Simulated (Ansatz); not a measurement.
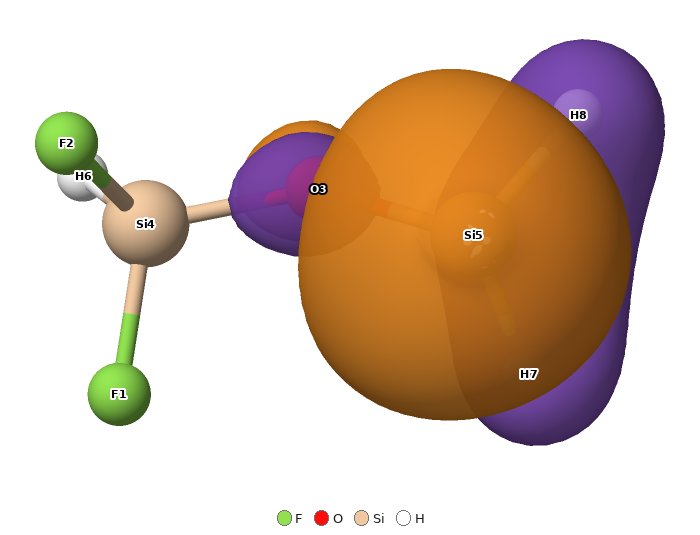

The picture shows: F$_{2}$H$_{3}$OSi$_{2}$ (doublet). The LUMO (β) at ±0.1 Å⁻³ᐟ² (orange and purple are the two phases), seen at a tilt.

Geometry: PBE-D3(BJ)/def2-SVP.

Theory: Ansatz, isolated molecule in a Gaussian basis; Kohn-Sham density functional theory, functional PBE0.

The calculation's input:

```
crystal:
  periodic: [false, false, false]
  atoms:
    - {symbol: F, position_ang: [-1.341857, -0.221275, -1.641019]}
    - {symbol: F, position_ang: [-3.240955, -1.005351, -0.047183]}
    - {symbol: O, position_ang: [-1.276587, 0.523604, 0.923961]}
    - {symbol: Si, position_ang: [-2.245692, 0.233695, -0.371092]}
    - {symbol: Si, position_ang: [0.110667, -0.028193, 1.721724]}
    - {symbol: H, position_ang: [-3.035520, 1.439520, -0.706773]}
    - {symbol: H, position_ang: [1.331895, 0.480014, 0.990922]}
    - {symbol: H, position_ang: [0.056020, 0.532683, 3.120252]}
basis:
  gaussian:
    orbitals: def2-TZVPD
magnetization:
  spin_polarized: true
  initial_magnetization: 1
hamiltonian:
  xc: {name: PBE0}
output:
  forces: true
  orbitals: {seedname: orbitals}
```

Run with:

```sh
ansatz run input.yaml --threads 2 --pin off --max-ram 4350MiB --events-out events.jsonl --progress --plain --runs-dir runs
```

Question: Where does this orbital lie, and at what energy?

Answer: By Hirshfeld shares it lies mainly on Si5 (about 75 %), H7 (about 5 %), H8 (about 5 %) and O3 (about 5 %). Its energy is −2.65 eV.
